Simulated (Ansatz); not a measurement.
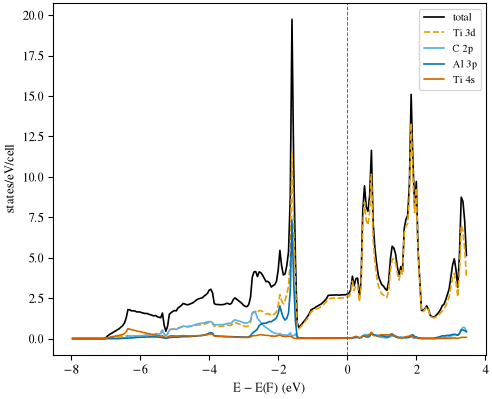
Total and projected density of states of Ti3AlC (anti-perovskite, Pm-3m), PBEsol in the plane-wave PAW code Ansatz

Problem. Which orbitals carry the states next to the Fermi level?

Solution. Within 0.5 eV of the Fermi level: Ti 3d 91 %. Projections are on Löwdin-orthogonalised atomic valence shells; empty p or d shells of many metals are not among them.

Problem. Where is the tallest occupied peak in this window, and what makes it?

Solution. Near -1.6 eV, about 20 states/eV per cell; the largest projected share is Ti 3d.

The first step of the workflow began from a Materials Project structure, measured or hypothetical; the Crystallography Open Database copy checked does not list it. Its standing as an ambient phase is unchecked. The PBEsol relaxation kept the symmetry of its start; of distortions, only those at the zone centre were tested. No spin polarisation was allowed.

Potentials: the later of the program's two PAW sets.
